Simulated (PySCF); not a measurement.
# BrH3Sn (Bromostannane): the cost of one run

Programs: PySCF 2.14.0, with routines of our own; each step states its level. All values are computed. Atoms count from 0.

## Step 1: The system as given

5 atoms, charge 0, multiplicity 1; geometry from: GFN2-xTB.

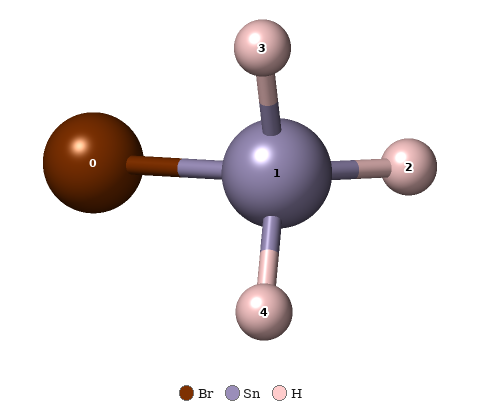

The starting geometry (bromine brown, tin purple, hydrogen pink); sticks join atoms by distance alone.

## Step 2: Optimising the geometry at PBE0-D3(BJ)/def2-SVP

What the job is given:

```
{"job": {"xc": "PBE0", "basis": "def2-SVP", "d3": "d3bj", "grid": 1, "maxiter": 30, "shake": 0.01, "kind": "geom"}, "charge": 0, "multiplicity": 1}
Br     2.273050    -0.094230     0.110940
Sn    -0.204440     0.001720    -0.015260
H     -0.793260    -0.578550     1.438810
H     -0.588680     1.609290    -0.262800
H     -0.653100    -0.972210    -1.309570
```

Launch:

```bash
> OMP_NUM_THREADS=1 python heavy_run.py task.json out
```

One launch serves the whole session: the jobs run in the order shown.

**Question.** How long does this first job take on 1 thread of Intel Xeon Gold 6455B, shared host, and how much memory does it need?

About 6.6 s, with a peak of 0.32 GiB.
